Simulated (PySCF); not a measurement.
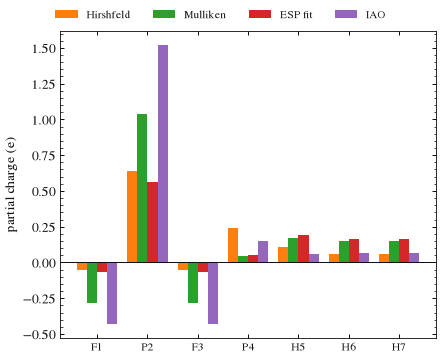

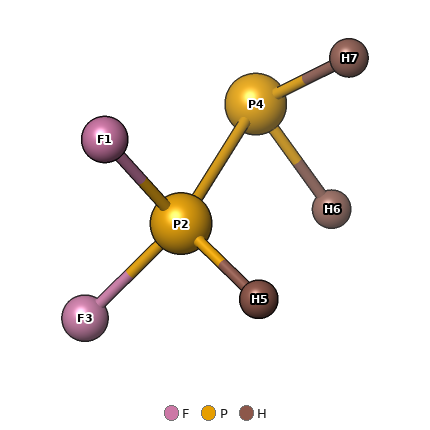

Atomic charges of P₂H₃F₂⁺, SMILES F[PH+](F)P by 4 schemes, PBE0/pcSseg-1 (IEF-PCM chloroform) in PySCF 2.14.0, at a PBE0-D3(BJ)/def2-SVP geometry (no frequency check).

Q: Which scheme gives the smallest charges overall?

A: Hirshfeld: mean absolute charge Hirshfeld 0.17, ESP fit 0.18, Mulliken 0.30, IAO 0.39 e.

Q: Which atom is the most negative in each scheme?

A: Hirshfeld: F3 (−0.05 e) and F1 (−0.05 e); Mulliken: F1 (−0.28 e) and F3 (−0.28 e); ESP fit: F1 (−0.07 e) and F3 (−0.07 e); IAO: F1 (−0.43 e) and F3 (−0.43 e).
